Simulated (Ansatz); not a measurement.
## Geometry relaxation of Ga₂₇As₂₆N (part 4 of 4)

The same run, continued: Ga₂₇As₂₆N (defect cell, 54 atoms in the cell); DFT, PBE, plane-wave PAW, default files, scalar-relativistic, no spin polarisation (Ansatz 0.2.0); cutoff 420 eV, 2×2×2 k-mesh, Fermi–Dirac smearing of 0.01 eV. The structure derives from an entry of the Crystallography Open Database. It belongs to a series of runs on one base structure; here: N on a As site, charge +0, ions relaxed.

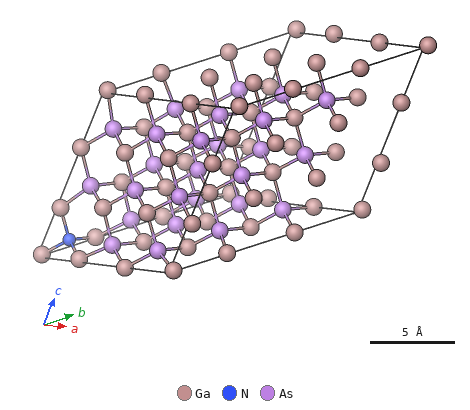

Fig. 1: The geometry at step 5 of the log (ball-and-stick view of the cell of the calculation, seen at an oblique angle).

**Trajectory as extended XYZ, continued**
```
54
Lattice="0.0000 8.4805 8.4805 8.4805 0.0000 8.4805 8.4805 8.4805 0.0000" Properties=species:S:1:pos:R:3:forces:R:3 step=5 energy=-228801.83137
Ga    0.2086    0.2086    0.2086   -0.0014  -0.0014  -0.0014
Ga    2.6182    2.6182    0.2086    0.0014   0.0014  -0.0014
Ga    5.6537    5.6537   -0.0010    0.0000   0.0000   0.0032
Ga    2.6182    0.2086    2.6182    0.0014  -0.0014   0.0014
Ga    5.6407    2.8333    2.8333    0.0024  -0.0002  -0.0002
Ga    8.4741    5.6667    2.8333    0.0002  -0.0024  -0.0002
Ga    5.6537   -0.0010    5.6537    0.0000   0.0032   0.0000
Ga    8.4741    2.8333    5.6667    0.0002  -0.0002  -0.0024
Ga   11.3084    5.6537    5.6537   -0.0032   0.0000   0.0000
Ga    0.2086    2.6182    2.6182   -0.0014   0.0014   0.0014
Ga    2.8333    5.6407    2.8333   -0.0002   0.0024  -0.0002
Ga    5.6667    8.4741    2.8333   -0.0024   0.0002  -0.0002
Ga    2.8333    2.8333    5.6407   -0.0002  -0.0002   0.0024
Ga    5.6537    5.6537    5.6537    0.0000   0.0000   0.0000
Ga    8.4741    8.4741    5.6407    0.0002   0.0002   0.0024
Ga    5.6667    2.8333    8.4741   -0.0024  -0.0002   0.0002
Ga    8.4741    5.6407    8.4741    0.0002   0.0024   0.0002
Ga   11.3006    8.4874    8.4874   -0.0029   0.0029   0.0029
Ga   -0.0010    5.6537    5.6537    0.0032   0.0000   0.0000
Ga    2.8333    8.4741    5.6667   -0.0002   0.0002  -0.0024
Ga    5.6537   11.3084    5.6537    0.0000  -0.0032   0.0000
Ga    2.8333    5.6667    8.4741   -0.0002  -0.0024   0.0002
Ga    5.6407    8.4741    8.4741    0.0024   0.0002   0.0002
Ga    8.4874   11.3006    8.4874    0.0029  -0.0029   0.0029
Ga    5.6537    5.6537   11.3084    0.0000   0.0000  -0.0032
Ga    8.4874    8.4874   11.3006    0.0029   0.0029  -0.0029
Ga   11.3006   11.3006   11.3006   -0.0029  -0.0029  -0.0029
N     1.4134    1.4134    1.4134    0.0000   0.0000   0.0000
As    4.1875    4.1875    1.4027    0.0013   0.0013   0.0024
As    7.1199    7.1199    1.4027   -0.0013  -0.0013   0.0024
As    4.1875    1.4027    4.1875    0.0013   0.0024   0.0013
As    7.0667    4.2407    4.2407    0.0025  -0.0025  -0.0025
As    9.9047    7.1199    4.1875   -0.0024  -0.0013   0.0013
As    7.1199    1.4027    7.1199   -0.0013   0.0024  -0.0013
As    9.9047    4.1875    7.1199   -0.0024   0.0013  -0.0013
As   12.7163    7.0716    7.0716   -0.0004   0.0004   0.0004
As    1.4027    4.1875    4.1875    0.0024   0.0013   0.0013
As    4.2407    7.0667    4.2407   -0.0025   0.0025  -0.0025
As    7.1199    9.9047    4.1875   -0.0013  -0.0024   0.0013
As    4.2407    4.2407    7.0667   -0.0025  -0.0025   0.0025
As    7.0667    7.0667    7.0667    0.0025   0.0025   0.0025
As    9.8940    9.8940    7.0575    0.0000   0.0000  -0.0015
As    7.1199    4.1875    9.9047   -0.0013   0.0013  -0.0024
As    9.8940    7.0575    9.8940    0.0000  -0.0015   0.0000
As   12.7304    9.8940    9.8940    0.0015   0.0000   0.0000
As    1.4027    7.1199    7.1199    0.0024  -0.0013  -0.0013
As    4.1875    9.9047    7.1199    0.0013  -0.0024  -0.0013
As    7.0716   12.7163    7.0716    0.0004  -0.0004   0.0004
As    4.1875    7.1199    9.9047    0.0013  -0.0013  -0.0024
As    7.0575    9.8940    9.8940   -0.0015   0.0000   0.0000
As    9.8940   12.7304    9.8940    0.0000   0.0015   0.0000
As    7.0716    7.0716   12.7163    0.0004   0.0004  -0.0004
As    9.8940    9.8940   12.7304    0.0000   0.0000   0.0015
As   12.7163   12.7163   12.7163   -0.0004  -0.0004  -0.0004
```

**Results in brief**

| quantity | value |
| --- | --- |
| outcome | converged |
| electrons treated | 746 |
| free energy | −228801.8314 eV |
| Fermi energy | 8.009 eV |
| pressure | 1.75 GPa |
| final volume | 1219.84 Å³ |
| field gradient V_zz (10²¹ V/m²) | Ga −1.50, Ga −1.50, Ga −1.77, Ga −1.50, Ga 0.58, Ga 0.58, Ga −1.77, Ga 0.58 (the first 8 of 54 sites) |
| largest force (length of the vector) at the end | 0.005 eV/Å |
| hardware | 4 threads of Arm Neoverse V1, 24 GiB of memory available, shared host |
| wall time | 4.8 min (CPU time 19 min) |
| peak memory | 5.8 GiB |

**Remarks**

Notes on the run: the SCF threshold is looser than advised for the printed stress.
